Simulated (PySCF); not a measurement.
# C2H3Cl (SMILES C=CCl): CCSD(T)/def2-SVPD

What is the vertical singlet–triplet gap of C2H3Cl at CCSD(T)/def2-SVPD? Input form: a Python script.

Program for the calculation: PySCF 2.14.0.

1 further run of the same task is left out (set aside as unsound or not needed).

## Step 1: Starting point

C2H3Cl has 6 atoms, charge 0, and is taken as a singlet. As SMILES, `C=CCl`. The shape is that of a PBE0-D4/def2-TZVP optimisation.

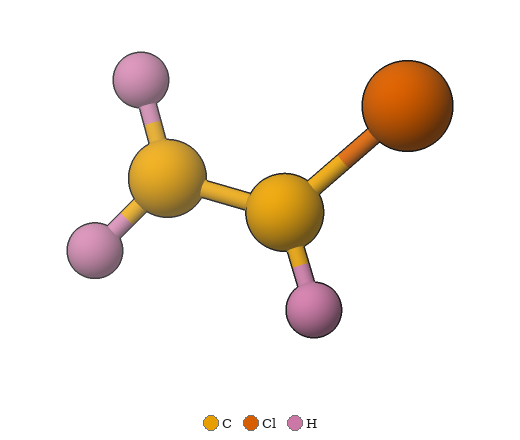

Viewed from a chosen angle; carbon amber, chlorine orange, hydrogen pink.

## Step 2: The energy at CCSD(T)/def2-SVPD

Contents of run.py:

```python
from pyscf import gto, cc

mol = gto.Mole()
mol.atom = '''
C     -0.872789     0.381762    -1.018903
C      0.715205    -0.021845     0.861394
Cl     1.695802    -2.984898     1.775662
H     -1.668723    -1.148443    -2.118931
H     -1.407260     2.300760    -1.489614
H      1.537784     1.472664     1.990373
'''
mol.unit = 'bohr'
mol.charge = 0
mol.verbose = 3
mol.max_memory = 1860
mol.basis = 'def2-svpd'
mol.build()

myscf = mol.RHF()
myscf.conv_tol = 1e-10
myscf.kernel()
if not myscf.converged:
    myscf = myscf.newton().run(myscf.mo_coeff, myscf.mo_occ)

mycc = cc.CCSD(myscf, frozen=7)
mycc.kernel()
e_t = mycc.ccsd_t()
e_tot = mycc.e_tot + e_t
print('E(%s) = %.9f' % ('CCSD(T)', e_tot))
```

Command:

```console
$ OMP_NUM_THREADS=1 python run.py
```

Output:

```text
converged SCF energy = -536.758406407544
E(CCSD) = -537.217398258134  E_corr = -0.4589918505895424
CCSD(T) correction = -0.0165882286523396
E(CCSD(T)) = -537.233986487
```

It took 24 s on 1 thread of Arm Neoverse V1, shared host; peak memory 0.46 GiB.

## Step 3: The triplet at the same level

Contents of input.py:

```python
from pyscf import gto, cc

molecule = gto.M(
    atom=[
    ('C', (-0.461860, 0.202020, -0.539180)),
    ('C', (0.378470, -0.011560, 0.455830)),
    ('Cl', (0.897380, -1.579540, 0.939640)),
    ('H', (-0.883050, -0.607730, -1.121290)),
    ('H', (-0.744690, 1.217510, -0.788270)),
    ('H', (0.813760, 0.779300, 1.053260)),
],
    charge=0,
    spin=2,
    verbose=3,
    max_memory=1860,
    basis='def2-svpd',
)

mf = molecule.UHF()
mf.conv_tol = 1e-10
mf.kernel()
if not mf.converged:
    mf = mf.newton().run(mf.mo_coeff, mf.mo_occ)

mycc = cc.CCSD(mf, frozen=7)
mycc.kernel()
e_t = mycc.ccsd_t()
e_tot = mycc.e_tot + e_t
print('E(%s) = %.9f' % ('CCSD(T)', e_tot))
```

Command:

```console
$ OMP_NUM_THREADS=1 python input.py
```

Output:

```text
WARN: HOMO 0.0536181977739356 >= LUMO -0.26053631832109

converged SCF energy = -536.633826153297  <S^2> = 2.0246419  2S+1 = 3.0163832
E(UCCSD) = -537.0577356244257  E_corr = -0.4239094711289655
UCCSD(T) correction = -0.0127643773467015
E(CCSD(T)) = -537.070500002
```

It took 2.3 min on 1 thread of Arm Neoverse V1, shared host; peak memory 2.3 GiB.

## Step 4: Results

At CCSD(T)/def2-SVPD, 7 core orbitals frozen:

| quantity | value |
| --- | --- |
| singlet: total energy | -537.23399 Eh |
| singlet: dipole moment (Hartree–Fock density) | 1.68 D |
| singlet: HOMO energy (Hartree–Fock orbitals) | -10.21 eV |
| singlet: LUMO energy (Hartree–Fock orbitals) | 2.83 eV |
| singlet: HOMO–LUMO gap (Hartree–Fock orbitals) | 13.04 eV |
| singlet: correlation energy (7 core orbitals frozen) | -475.6 mEh |
| singlet: (T) correction | -16.59 mEh |
| singlet: T1 diagnostic | 0.011 |
| triplet: total energy | -537.07050 Eh |
| triplet: dipole moment (Hartree–Fock density) | 1.60 D |
| triplet: HOMO energy (Hartree–Fock orbitals) (highest over α and β) | -7.01 eV |
| triplet: LUMO energy (Hartree–Fock orbitals) (lowest over α and β) | 0.48 eV |
| triplet: correlation energy (7 core orbitals frozen) | -436.7 mEh |
| triplet: (T) correction | -12.76 mEh |
| triplet: ⟨S²⟩ of the reference determinant | 2.025 |
| triplet: T1 diagnostic | 0.021 |
| vertical energy of the triplet above the singlet | 4.449 eV |

What this shows: At this shape the triplet lies 4.45 eV (103 kcal/mol) above the singlet. Mulliken charges (singlet) of the mean-field density run from -0.52 on Cl3 to +0.21 on C1; in a basis this large or diffuse they mean little. The triples (singlet) make up 3.5 % of the correlation energy. Mulliken charges (triplet) of the mean-field density run from -0.51 on Cl3 to +0.21 on H6; in a basis this large or diffuse they mean little. The triples (triplet) make up 2.9 % of the correlation energy.
